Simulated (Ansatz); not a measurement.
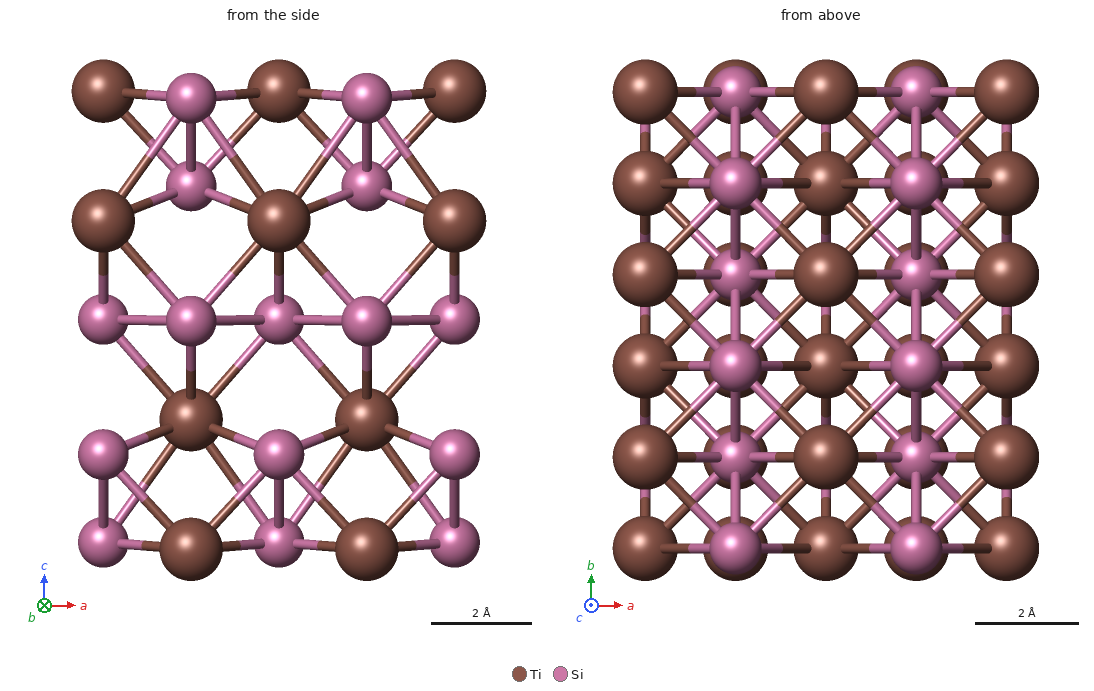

A ball-and-stick picture of a periodic slab, seen from the side and from above. The surface normal points up in side views; the vacuum is left out. 2×3 cells are drawn in the plane, with atoms at the edges repeated.

The cell holds 4 Ti, 6 Si. The slab was cut from bulk TiSi2 (Cmcm).

> Name the terminations.

The top face ends in Si and Ti, the bottom face in Si and Ti. The two faces are alike.

> How far apart are the outermost atoms along the normal?

About 9 Å from the lowest to the highest atom.

> State the number of planes and their content from above.

Seven planes: TiSi / Si / Ti / Si / Ti / Si / TiSi.

> Which crystal face is exposed?

(0 1 0).

The structure was taken from a structure listed in the Materials Project, from which a slab was cut. The atoms were relaxed in a fixed cell with DFT r2SCAN, scalar-relativistic, plane waves, PAW (Ansatz).
